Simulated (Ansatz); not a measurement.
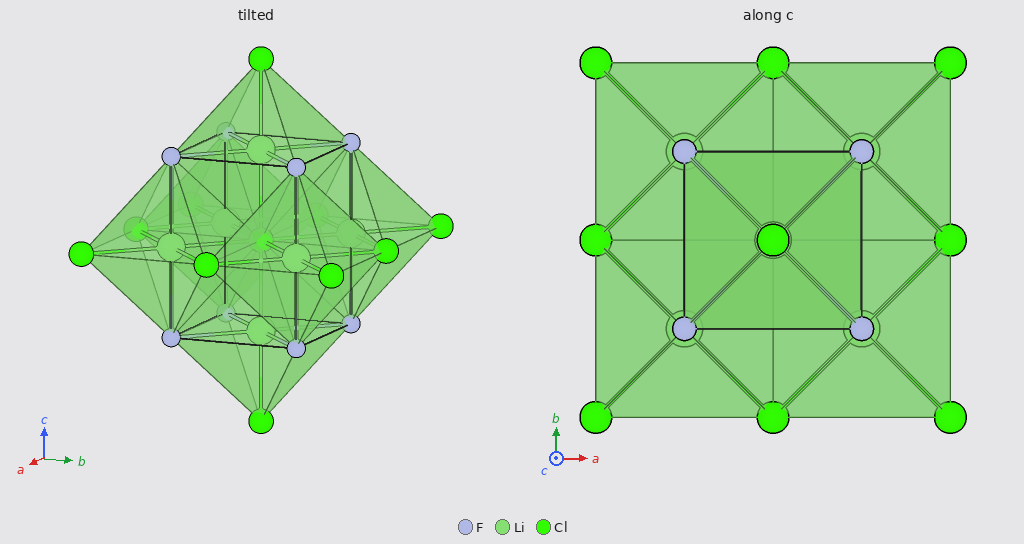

An orthographic polyhedral view of the structure, slightly off an axis and along the c axis. The conventional unit cell is outlined; an atom on or near a face, edge or corner is repeated at each equivalent position. Some atoms of the next cells are drawn as well.

Li$_{2}$ClF, space group P4/mmm (No. 123), a = 3.343 Å, b = 3.343 Å, c = 4.525 Å, α = 90.00°, β = 90.00°, γ = 90.00°. It goes back to a structure type filled with these elements by a generator (whether the compound takes this form wasn't checked). The cell was then strained or its atoms displaced on purpose. It went into a calculation with Ansatz.

This one geometry was computed with Ansatz (DFT, plane waves, PAW) at three levels of theory: HSE06, PBE and r2SCAN. It was relaxed with r2SCAN and then strained.

> How does the band gap change with the level of theory?

PBE: a gap of 6.62 eV, direct; r2SCAN: a gap of 7.34 eV, direct; HSE06: a gap of 8.09 eV, direct.

> Collect the results in a table.

| level | cutoff (eV) | k-mesh of the run's cell | gap (eV) | pressure (GPa) |
| --- | --- | --- | --- | --- |
| HSE06 | 420 | 6×6×4 | 8.09 | 1.1 |
| PBE | 420 | 8×8×6 | 6.62 | 2.3 |
| r2SCAN | 500 | 8×8×6 | 7.34 | 0.8 |

Gaps are taken on the k-mesh or band path of each run.
